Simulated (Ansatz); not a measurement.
# GeH3Se radical: basis-set convergence

Aim: see how fast density functionals converge with the basis set for GeH3Se radical.

Method: one geometry, several basis sets; program: Ansatz 0.2.0, Gaussian basis.

Plan: PBE0-D4/def2-SVP; ωB97M-V/def2-SVP; PBE0-D4/def2-QZVPP; the functionals' def2-TZVPP values are taken from earlier runs.

## 1. The relaxed structure

All runs share one geometry, relaxed beforehand with PBE0-D4 in a triple-zeta def2 set.

SMILES `[GeH3][Se]`, 5 atoms, charge 0, spin multiplicity 2.

Atoms are counted from 1 here; the program's logs count them from 0.

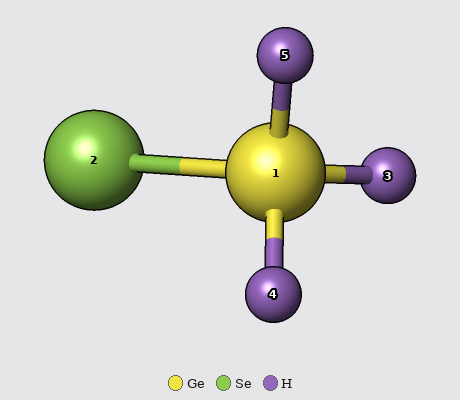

The geometry (germanium yellow, selenium green, hydrogen purple); atoms are numbered from 1 in the order of the file.

## 2. PBE0-D4 in def2-SVP

Input file in.yaml:

```yaml
crystal:
  periodic: [false, false, false]
  atoms:
    - {symbol: Ge, position_ang: [0.136670, -0.028464, -0.128137]}
    - {symbol: Se, position_ang: [-1.512456, -0.105231, 1.536608]}
    - {symbol: H, position_ang: [0.089608, 1.411445, -0.664320]}
    - {symbol: H, position_ang: [-0.184166, -1.023788, -1.252824]}
    - {symbol: H, position_ang: [1.520344, -0.327562, 0.467272]}
basis:
  gaussian: {orbitals: def2-SVP}
magnetization: {spin_polarized: true, initial_magnetization: 1}
hamiltonian: {xc: pbe0, dispersion: d4}
output: {orbitals: {seedname: orbitals}}
```

Run with:

```
$ ansatz run in.yaml --threads 2 --pin off --events-out ev --progress --plain --max-ram 32768MiB --backend cpu
```

The runs that follow: ωB97M-V in def2-SVP; PBE0-D4 in def2-QZVPP.

**Question.** What will the summary of the whole plan be? Wanted: PBE0-D4: double and triple zeta above quadruple.

**Answer**, as computed:

```
                                       quantity           value
PBE0-D4: double and triple zeta above quadruple  17.78, 2.60 eV
```

**Reading.** For PBE0-D4 the step from double to triple zeta gains 15.17 eV and the next only 2.60 eV. These are total energies; as a rule much of such shifts cancels in differences, which this series doesn't test.
